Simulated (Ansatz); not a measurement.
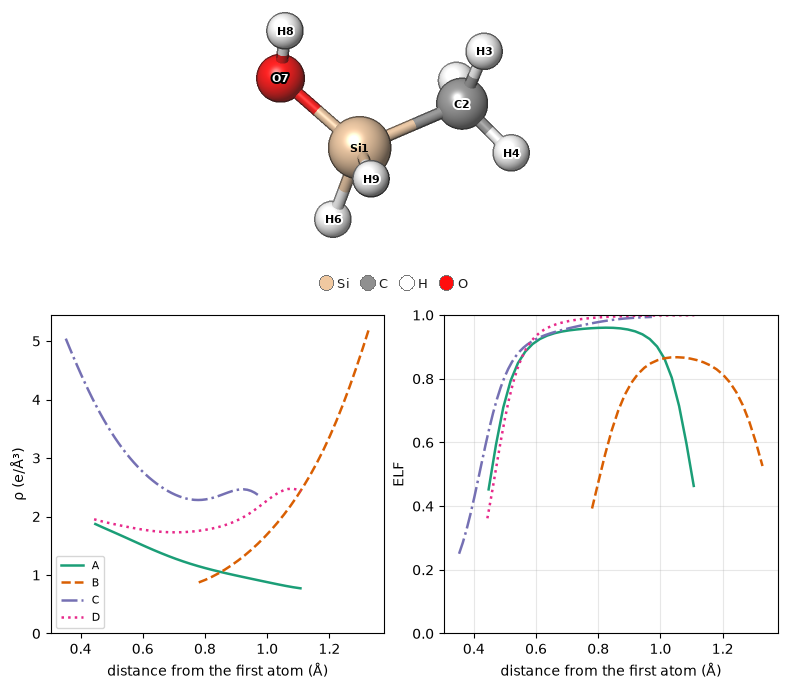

The picture shows: CH6OSi. Electron density and electron localisation function along straight lines between neighbouring atoms. The curves leave out the atomic cores. The structure is drawn too.

Level of theory: RKS PBE-D4/def2-SVP in Ansatz.

```xyz
9

Si    0.3851   -0.0227   -0.0409
C     0.7844    0.0208    1.8001
H    -0.1220   -0.1236    2.4235
H     1.4986   -0.7901    2.0552
H     1.2462    0.9886    2.0827
H     1.6378    0.1530   -0.8481
O    -0.6185    1.2440   -0.5231
H    -1.5250    1.2111   -0.1724
H    -0.2367   -1.3615   -0.3700
```

Question: Which curve belongs to which contact (C–H, C–Si, O–H and Si–O)? The first atom named is at distance zero.

Answer: Curve A: C–Si (1.88 Å): ρ is about 0.94 e/Å³ halfway; the ELF peaks at about 0.95 between the atoms, as expected for localised, covalent bonding. Curve B: Si–O (1.69 Å): ρ is about 1 e/Å³ halfway; the ELF peaks at about 0.85 between the atoms; a shared but strongly polarised pair. Curve C: O–H (0.97 Å): ρ is about 3.5 e/Å³ halfway; the ELF climbs to about 1 towards the hydrogen, as it does in any bond to H (an ordinary covalent bond to hydrogen). Curve D: C–H (1.11 Å): the density is about 1.8 e/Å³ at the midpoint; the ELF climbs to about 1 towards the hydrogen (a covalent bond by its length).
